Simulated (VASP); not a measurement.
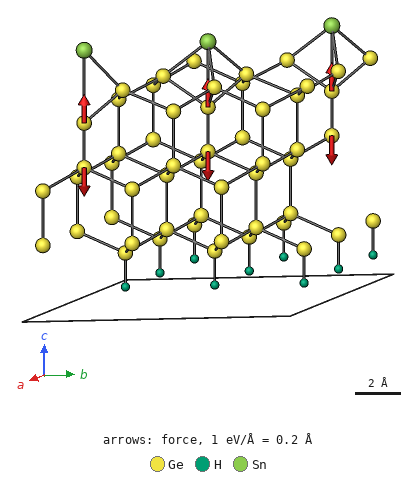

Starting geometry of a slab of composition SnGe18H3 with the computed forces as red arrows. A ball-and-stick model of the cell of the calculation, outlined in the plane, without the vacuum (origin shifted), seen slightly off an axis.

The run lets the atoms move in a fixed cell. 27 atoms are held fixed.

Computed with VASP 6.6.1, Kohn-Sham DFT of a periodic cell, PBE, VASP PAW PBE potentials, minimal.

The input:
```
PREC = Accurate
ENCUT = 300
EDIFF = 1E-6
ISMEAR = 0
SIGMA = 0.03
LREAL = F
LASPH = T
NELM = 80
ALGO = Normal
ISIF = 2
LWAVE = F
LCHARG = F
GGA = PE
IBRION = 2
NSW = 60
EDIFFG = -0.01
KPAR = 2
```

Command:
```bash
cat potpaw_PBE.64/Ge/POTCAR potpaw_PBE.64/H/POTCAR potpaw_PBE.64/Sn/POTCAR > POTCAR
mpirun -np 8 vasp_std > vasp.out
```

### Is this structure relaxed? If not, where do the atoms go?

It isn't relaxed: the largest force vector, on Ge atoms, is 6.90 eV/Å. The final displacements follow the starting forces only in part (cosine between the two patterns 0.62). The largest moves, 0.29 Å, are those of Ge atoms. Largest moves by element: Ge 0.29 Å, Sn 0.17 Å. H stays in place. The lattice vectors keep their values. Near-neighbour distances that change, for instance: Ge–Ge 2.045 → 2.439 Å, Ge–Sn 3.342 → 3.106 Å, Ge–Sn 3.008 → 2.859 Å, Ge–Ge 2.495 → 2.563 Å. Among the angles between lasting bonds that change: Ge–Ge–Ge 109.5° → 101.2°, Ge–Ge–Ge 109.5° → 101.6°, Ge–Ge–Ge 109.5° → 102.7°. After 25 geometry steps the energy has fallen by 3.603 eV per cell of the calculation. The largest force component goes from 6.9 to 0.37 eV/Å.
